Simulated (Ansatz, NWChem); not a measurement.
## How basis sets differ on AlH2O (SMILES [O][AlH2])

AlH2O: 4 atoms, total charge 0, spin state doublet. SMILES: `[O][AlH2]`. The coordinates come from a PBE0-D4/def2-TZVP relaxation.

Quantity: the vertical ionisation energy (to the singlet cation), in eV. The values are calculated.

```csv
level,kind,program,value (eV),CPU time (all runs)
UPBE0/DGauss-DZVP,global hybrid,NWChem,12.54,7 s
UPBE0/LANL2DZ (core potential),global hybrid,NWChem,12.41,3.8 s
UPBE0/MINI,global hybrid,NWChem,12.96,3.2 s
UPBE0/SBKJC-VDZ (core potential),global hybrid,NWChem,12.48,3.7 s
UPBE0/jorge-DZP,global hybrid,NWChem,12.40,8.4 s
UPBE0/jorge-TZP,global hybrid,NWChem,12.43,27 s
UPBE0/STO-3G,global hybrid,Ansatz,9.24,2.5 s
```

The values span 9.24 to 12.96 eV. Without the sets that lack polarisation functions the rows with a basis span only 12.40 to 12.54 eV. Times are those of the runs behind each value, whatever else they computed, on shared processors of several kinds: orders of magnitude only.

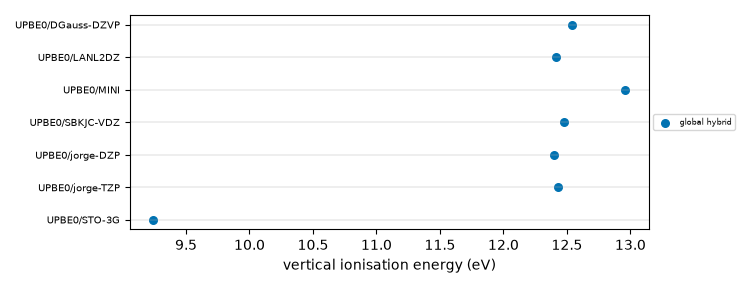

The values of the table, level by level.
